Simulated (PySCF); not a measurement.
Consider CHO (SMILES [CH-]=O) (charge −1).

```xyz
3

C     0.3364    0.1088   -0.3310
O     0.1355    0.7149    0.7228
H    -0.4498   -0.8276   -0.4172
```

Geometry: PBE0-D3(BJ)/ma-def2-SVP.

Computed with PySCF 2.14.0, density-fitted response routines, DFT single point, gas phase, functional B3LYP.

What can the converged electron density and electron localisation function tell about the bonding?

C–O (1.23 Å): the density is about 3.2 e/Å³ at the midpoint; the ELF peaks at about 0.85 between the atoms; a short, strongly polar bond.
C–H (1.23 Å): ρ is about 1.5 e/Å³ halfway; the ELF climbs to about 1 towards the hydrogen, as it does in any bond to H.

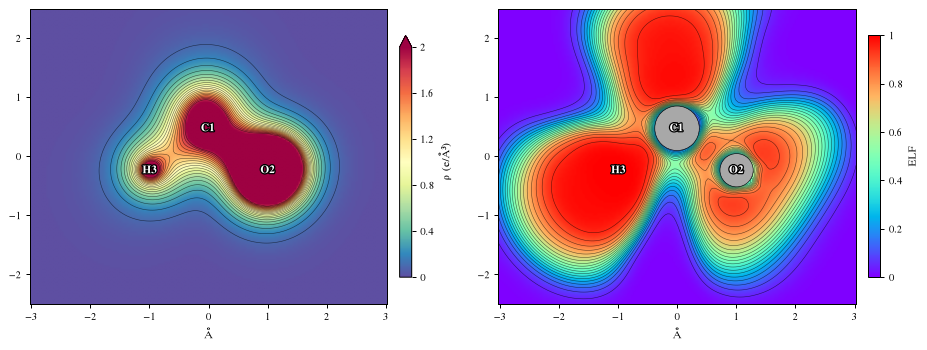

Computed electron density and electron localisation function on the molecular plane, in this order. Grey discs cover the atomic cores in the ELF map. 
